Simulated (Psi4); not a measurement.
# AlGeH4Cl (SMILES [Cl][AlH][GeH3]): OMP2/def2-SVP (density fitting for correlation)

What is the energy change on altering one bond length of AlGeH4Cl at OMP2/def2-SVP (density fitting for correlation)? 

Program for the calculation: Psi4 1.11.

**1. The system as given**

The species is AlGeH4Cl (7 atoms), meant as a singlet with charge 0. As SMILES, `[Cl][AlH][GeH3]`. The coordinates come from a PBE0-D4/def2-TZVP relaxation.

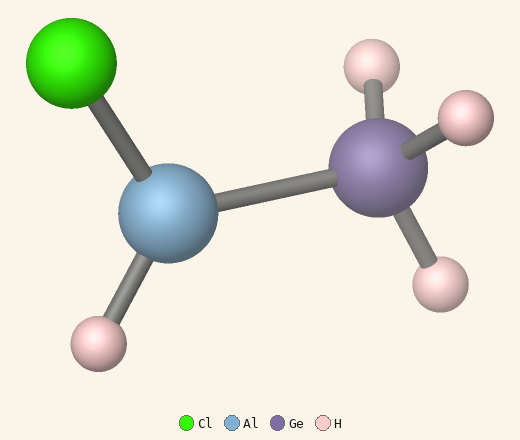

Viewed from a chosen angle; chlorine green, aluminium light blue, germanium purple, hydrogen pink.

**2. A single-point energy at OMP2/def2-SVP (density fitting for correlation)**

Input file alclgeh4.py:

```python
import psi4

psi4.set_memory('2200 MB')
psi4.set_num_threads(1)
psi4.core.set_output_file('run.log', False)

geom = psi4.geometry("""
0 1
Cl    -4.72299250    -2.88598974    -0.23980625
Al    -0.80388949    -2.48442294     0.27306543
Ge     0.94694176     1.81375913    -0.17631145
H      0.71715106    -4.97375916     0.90706854
H      0.42651119     2.87710802    -2.83440021
H     -0.27212056     3.64036841     1.73250091
H      3.82423876     1.88462386     0.25152255
units au
symmetry c1
no_reorient
no_com
""")

psi4.set_options(dict(basis='def2-SVP', puream=True, e_convergence=1e-09, d_convergence=1e-08, scf_type='pk', num_frozen_docc=19))

result, w = psi4.energy('omp2', molecule=geom, return_wfn=True)
print(f'omp2 energy: {result:.10f} Eh')
```

Run with:

```console
$ python alclgeh4.py
```

run.log:

```text
[...]
  Running in c1 symmetry.
[...]
  Nuclear repulsion =  276.638620393276597
[...]
  Multiplicity = 1
[...]
  Nalpha       = 33
  Nbeta        = 33
[...]
    Number of basis functions: 88
[...]
   @RHF iter   1: -2777.46837317310701   -3.17729e+00   2.42828e-02 DIIS/ADIIS
[...]
   @RHF iter  11: -2778.69438536075950   -4.54747e-12   4.26979e-09 DIIS
[...]
    Orbital Energies [Eh]
    ---------------------
    Doubly Occupied:
       1A   -405.192723     2A   -104.777121     3A    -58.496314
       4A    -52.121314     5A    -46.222425     6A    -46.222221
       7A    -46.222195     8A    -10.541142     9A     -8.015328
      10A     -8.013571    11A     -8.013326    12A     -7.176793
      13A     -5.154692    14A     -5.154591    15A     -5.154370
      16A     -4.930470    17A     -3.248773    18A     -3.247050
      19A     -3.245196    20A     -1.628295    21A     -1.628237
      22A     -1.626159    23A     -1.624590    24A     -1.624558
      25A     -1.072989    26A     -0.729684    27A     -0.571820
      28A     -0.490860    29A     -0.474373    30A     -0.467394
      31A     -0.464652    32A     -0.464464    33A     -0.379692
[...]
  @RHF Final Energy: -2778.69438536075950
   => Energetics <=
    Nuclear Repulsion Energy =            276.6386203932765966
    One-Electron Energy =               -4421.8712464862301204
    Two-Electron Energy =                1366.5382407321935716
    Total Energy =                      -2778.6943853607594974
[...]
 Multipole Moments:
 ------------------------------------------------------------------------------------
     Multipole            Electronic (a.u.)      Nuclear  (a.u.)        Total (a.u.)
 ------------------------------------------------------------------------------------
 L = 1.  Multiply by 2.5417464519 to convert [e a0] to [Debye]
 Dipole X            :         56.2392109          -55.7435191            0.4956918
 Dipole Y            :         19.8701924          -19.8906905           -0.0204981
 Dipole Z            :          6.1891487           -6.1121303            0.0770185
 Magnitude           :                                                    0.5020582
[...]
	Warning: cc_lambda option is changed to TRUE
	For this residual convergence, default PCG convergence is:     1.00e-07
[...]
	DF-MP2 Total Energy (a.u.)         : -2779.12409770880640
[...]
	DF-MP2 Total Energy (a.u.)         : -2779.13057899973956
[...]
	DF-OMP2 Total Energy (a.u.)        : -2779.13057899973819
[...]
```

Standard output:

```text
omp2 energy: -2779.1305789997 Eh
```

Wall time 36 s (1 thread of AMD EPYC 7R43 (Zen 3), shared host); peak memory 0.33 GiB.

**3. The distorted shape, same level**

Input file alclgeh4.xyz:

```xyz
7
AlClGeH4
Cl    -2.638288    -1.868407    -0.091227
Al    -0.564388    -1.655907     0.180173
Ge     0.501100     0.959800    -0.093300
H      0.240512    -2.973207     0.515673
H      0.225700     1.522500    -1.499900
H     -0.144000     1.926400     0.916800
H      2.023700     0.997300     0.133100
```

Input file run_ase.py:

```python
import numpy as np
from ase.calculators.psi4 import Psi4
from ase.io import read

mol = read('alclgeh4.xyz')
calc = Psi4(atoms=mol, method='omp2', basis='def2-SVP', memory='2200MB', num_threads=1, charge=0, multiplicity=1, label='psi4-calc')
calc.psi4.set_options({'puream': True, 'e_convergence': 1e-09, 'd_convergence': 1e-08, 'scf_type': 'pk', 'num_frozen_docc': 19})
mol.calc = calc

print(f'energy: {mol.get_potential_energy():.6f} eV')
```

Run with:

```console
$ python run_ase.py
```

psi4-calc.dat:

```text
[...]
  Running in c1 symmetry.
[...]
  Nuclear repulsion =  257.866592709693634
[...]
  Multiplicity = 1
[...]
  Nalpha       = 33
  Nbeta        = 33
[...]
    Number of basis functions: 88
[...]
   @RHF iter   1: -2777.40223832113452   -3.31464e+00   2.43547e-02 DIIS/ADIIS
[...]
   @RHF iter  11: -2778.68152081998460    1.81899e-12   4.37726e-09 DIIS
[...]
    Orbital Energies [Eh]
    ---------------------
    Doubly Occupied:
       1A   -405.197283     2A   -104.780259     3A    -58.512833
       4A    -52.124649     5A    -46.226116     6A    -46.225550
       7A    -46.225531     8A    -10.544226     9A     -8.018415
      10A     -8.016615    11A     -8.016367    12A     -7.180047
      13A     -5.157873    14A     -5.157759    15A     -5.157692
      16A     -4.942999    17A     -3.261666    18A     -3.259833
      19A     -3.257672    20A     -1.631476    21A     -1.631459
      22A     -1.629578    23A     -1.627858    24A     -1.627823
      25A     -1.075446    26A     -0.716276    27A     -0.573324
      28A     -0.490348    29A     -0.471038    30A     -0.467294
      31A     -0.466413    32A     -0.464020    33A     -0.352855
[...]
  @RHF Final Energy: -2778.68152081998460
   => Energetics <=
    Nuclear Repulsion Energy =            257.8665927096936343
    One-Electron Energy =               -4384.1190339172244421
    Two-Electron Energy =                1347.5709203875460389
    Total Energy =                      -2778.6815208199850531
[...]
 Multipole Moments:
 ------------------------------------------------------------------------------------
     Multipole            Electronic (a.u.)      Nuclear  (a.u.)        Total (a.u.)
 ------------------------------------------------------------------------------------
 L = 1.  Multiply by 2.5417464519 to convert [e a0] to [Debye]
 Dipole X            :          3.6495007           -3.1932353            0.4562654
 Dipole Y            :          6.2521467           -6.3761359           -0.1239892
 Dipole Z            :         -0.4889640            0.5772143            0.0882503
 Magnitude           :                                                    0.4809777
[...]
	Warning: cc_lambda option is changed to TRUE
	For this residual convergence, default PCG convergence is:     1.00e-07
[...]
	DF-MP2 Total Energy (a.u.)         : -2779.10903530134647
[...]
	DF-MP2 Total Energy (a.u.)         : -2779.11539489539609
[...]
	DF-OMP2 Total Energy (a.u.)        : -2779.11539489539518
[...]
```

The script printed:

```text
energy: -75623.581817 eV
```

Run time: 42 s. Hardware: 1 thread of AMD EPYC 7R43 (Zen 3), shared host; peak memory 0.35 GiB.

**4. Results**

Level: OMP2/def2-SVP (density fitting for correlation), 19 core orbitals frozen.

```
                                                           quantity           value
                                          first shape: total energy  -2779.13058 Eh
                   first shape: HOMO energy (Hartree–Fock orbitals)       -10.33 eV
                   first shape: LUMO energy (Hartree–Fock orbitals)         0.87 eV
                 first shape: HOMO–LUMO gap (Hartree–Fock orbitals)        11.21 eV
          first shape: correlation energy (19 core orbitals frozen)      -436.2 mEh
                                      distorted shape: total energy  -2779.11539 Eh
               distorted shape: HOMO energy (Hartree–Fock orbitals)        -9.60 eV
               distorted shape: LUMO energy (Hartree–Fock orbitals)         0.89 eV
             distorted shape: HOMO–LUMO gap (Hartree–Fock orbitals)        10.49 eV
      distorted shape: correlation energy (19 core orbitals frozen)      -433.9 mEh
energy change with the Al2–Ge3 bond stretched from 2.467 to 2.838 Å        0.413 eV
```

In words: With the Al2–Ge3 bond stretched from 2.467 to 2.838 Å the energy rises by 0.41 eV (9.5 kcal/mol). The first shape isn't relaxed at this level, so the change isn't measured from a minimum.
